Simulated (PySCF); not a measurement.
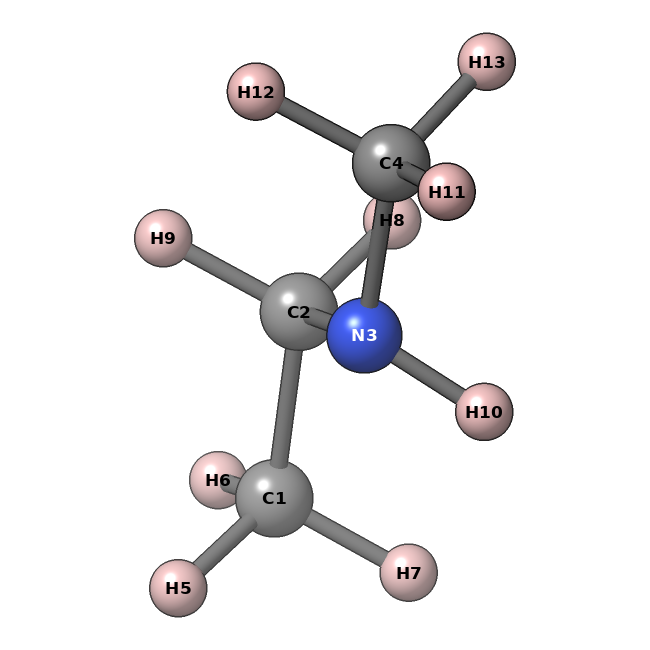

C2 lies behind N3. The molecule seen a little off the N3–C2 bond, N3 in front. Atoms fade into the background with distance from the viewer. The geometry was computed by an optimisation with PBE0-D3(BJ)/def2-SVP. No frequency run is at hand to confirm it as a minimum.

What is the torsion angle C4–N3–C2–C1? The sign is positive where the front bond must turn clockwise to cover the back bond.

180°, antiperiplanar (anti).
